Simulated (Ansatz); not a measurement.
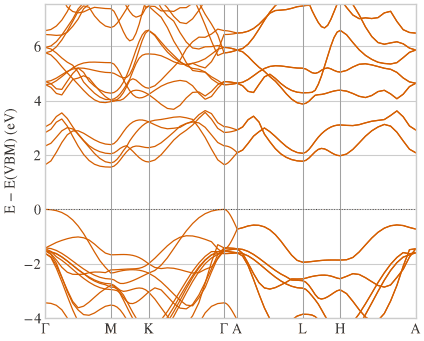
*Band structure from PBE+D3(BJ) (plane waves, PAW; program Ansatz)*

**Question.** Read off the gap and where the band edges lie.

**Answer.** About 1.6 eV (1.56 eV by a search for the band edges); maximum at Γ, minimum at M.

The material is GaS in space group P6_3/mmc (No. 194; Ga on 4f, S on 4f).

The PBE+D3(BJ) relaxation kept the symmetry of its start. Scalar-relativistic: spin–orbit coupling is off unless named, which matters more the heavier the elements.

Potentials: the later of the program's two PAW sets.
